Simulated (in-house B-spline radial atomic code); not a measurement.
The Bi⁺ ion; electrons: [Xe] 4f14 5d10 6s2 6p2 (high spin). Computed with an in-house B-spline radial code: non-relativistic BLYP, spin-polarised, spherical fractional occupations, point nucleus, basis-set limit.

Wanted: the radial probability densities P² of 6s up and 6p up, each times its occupation.

6s up: outer maximum at 2.09 bohr, ⟨r⟩ = 2.38 bohr, 5 nodes, eigenvalue −18.9 eV; 6p up: outer maximum at 2.45 bohr, ⟨r⟩ = 2.85 bohr, 4 nodes, eigenvalue −11.8 eV.

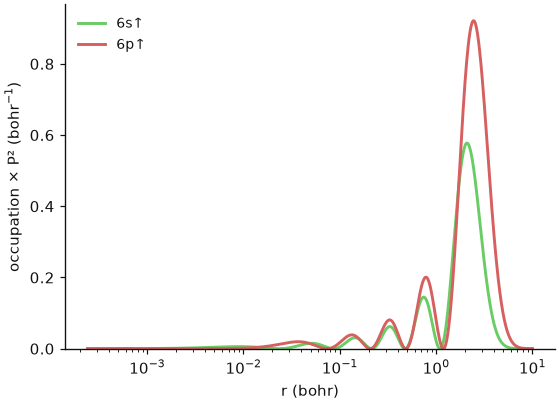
